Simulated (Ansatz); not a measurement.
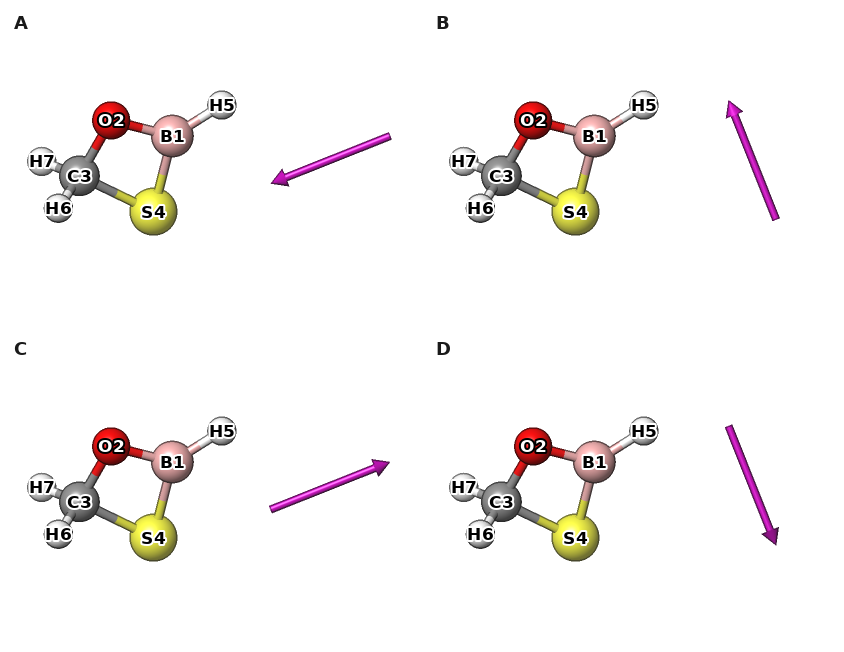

The same molecule four times, each with an arrow. The geometry was computed by an optimisation with PBE-D4/def2-SVP. No frequency run is at hand to confirm it as a minimum. Properties computed with RKS PBE-D4/def2-SVP (Ansatz 0.2.0).

**Which arrow points along the dipole moment, from the negative to the positive end?**

A. The dipole moment is 1.36 D; it points from the side of H5 to the side of H6, H7 (the outermost atoms at the two ends).
